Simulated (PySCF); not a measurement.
## A study: Cl$_{3}$HSi, SMILES `Cl[SiH](Cl)Cl`

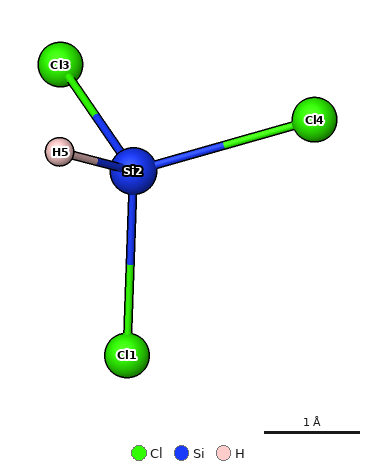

The molecule, with its atoms numbered as below. No frequency check shows the geometry to be a minimum.

Cartesian coordinates (Å):

```
Cl1     -0.5085    1.8272    0.1730
Si2      0.0002   -0.0008   -0.4924
Cl3     -1.3287   -1.3533    0.1734
Cl4      1.8370   -0.4731    0.1734
H5      -0.0003   -0.0020   -1.9431
```

Part 1: Bonding charge

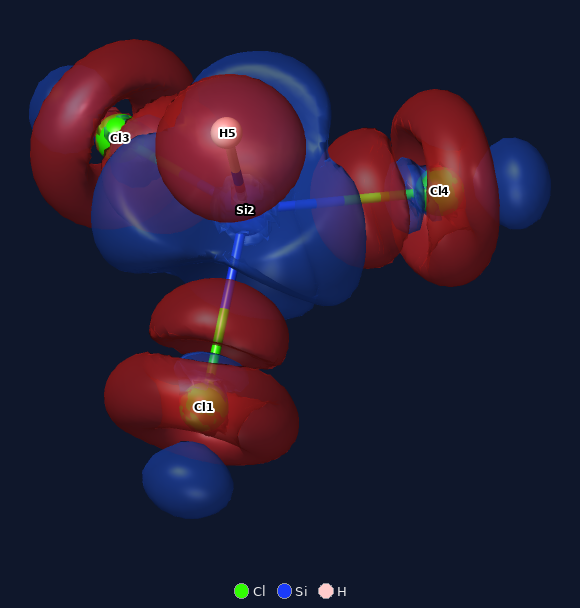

Deformation density (molecule less spherical, spin-averaged free atoms at the same positions), surfaces at ±0.04 e/Å³; red: gain, blue: loss.

PySCF calculation, B3LYP/def2-SVPD, gas phase; geometry: GFN2-xTB.

**Describe the bonding that the map shows.**

Si2–H5: +0.23 e/Å³ at the bond critical point (bond length 1.45 Å). Si2–Cl3, Si2–Cl4 and Cl1–Si2: +0.05 e/Å³ at the bond critical point (bond length 2.01 Å); up to 0.6 Å beside the axis the gain reaches +0.20 e/Å³. In all, 1.1 electrons gather in the regions of gain relative to the promolecule. A small or negative value marks a very polar bond, one between electron-rich atoms, whose free-atom densities already overlap strongly, a long bond to a heavier atom, or a closed-shell contact such as a hydrogen bond.

**Where do the Hirshfeld charges lie?**

The highest Hirshfeld charge is on Si2 (+0.36 e), the lowest on Cl1, Cl3 and Cl4 (−0.10 e).

Part 2: Electrostatic potential

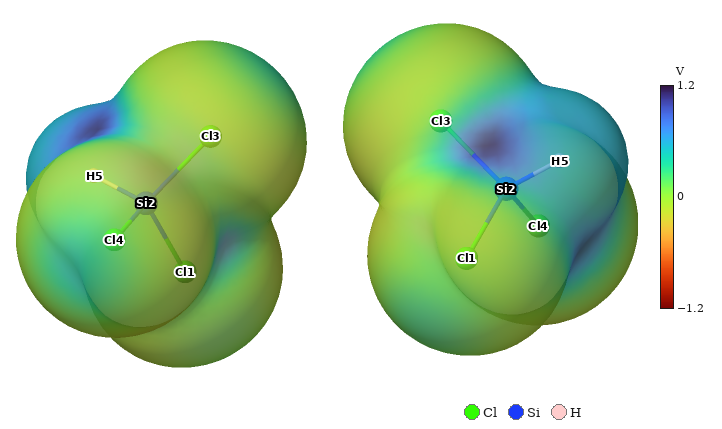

Electrostatic potential on the surface of electron density 0.001 a.u. (back view left, front view right).

**Where are the extremes of the potential on the surface?**

Highest: 1.13 V, 1.9 Å from H5. Further maxima include 0.75 V, off the Si2–Cl3 bond (2.2 to 2.3 Å from its atoms); 0.34 V, 2.0 Å from Cl4. Lowest: −0.18 V, 2.1 Å from Cl1, and at like points elsewhere. The surface is sampled at points, so like sites can differ by a few per cent and only the strongest of them is named.

**Does Cl4 carry a σ-hole?**

Yes: a local maximum of +0.34 V lies on the extension of the Si2–Cl4 bond.

Part 3: In an electric field

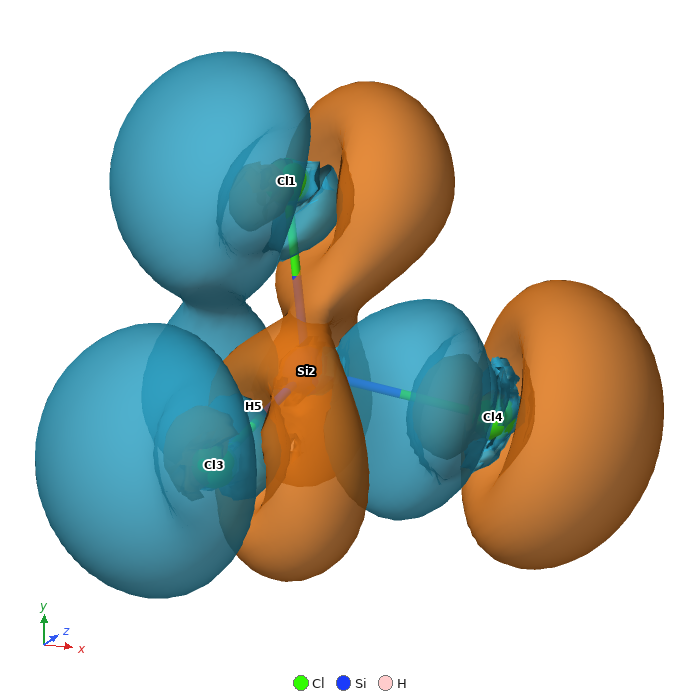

Change of the electron density in a uniform field of 0.21 V/Å, surfaces at ±0.0008 e/Å³ (light blue: gain, orange: loss).

Method: B3LYP/def2-SVPD; geometry: GFN2-xTB; program: PySCF.

**Along which Cartesian direction does the field point?**

Along +x: electrons gather on the −x side, against the field.

**How large is the response?**

The induced dipole is 0.70 D (along the field); α along this axis, from the fields in both directions, is 69 bohr³ (10.2 Å³).

**Which atoms gain and lose the most charge?**

Electrons gather most on Cl3 (Hirshfeld charge changes by −0.015 e) and leave Cl4 most (+0.021 e); 0.057 electrons are displaced in all.

Part 4: Removing or adding an electron

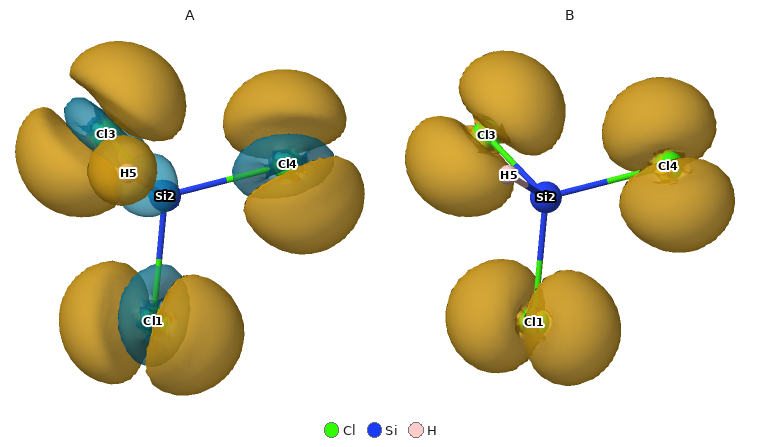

The Fukui function f⁻ from two separate SCF calculations and the density of the HOMO, at ±0.015 e/Å³ (yellow positive, teal negative).

Computed with PySCF, B3LYP/def2-SVPD, geometry: GFN2-xTB.

**Which panel is which, and how good is the frozen-orbital picture?**

A is f⁻ (it has negative regions), B the HOMO density. The HOMO lies on Cl1, Cl3 and Cl4 (32 % each); f⁻ (Hirshfeld-condensed) is largest on Cl1, Cl3 and Cl4 (0.30 each); the vertical ionisation energy is 11.45 eV. Relaxation shifts 7 % of the electron between atoms. The orbital energy is −9.19 eV.

The PySCF runs shown took 3.7 s, 7.8 s and 50 s on 1 thread of AMD EPYC 9R45 96-Core Processor (Zen 5), with other jobs on the host.
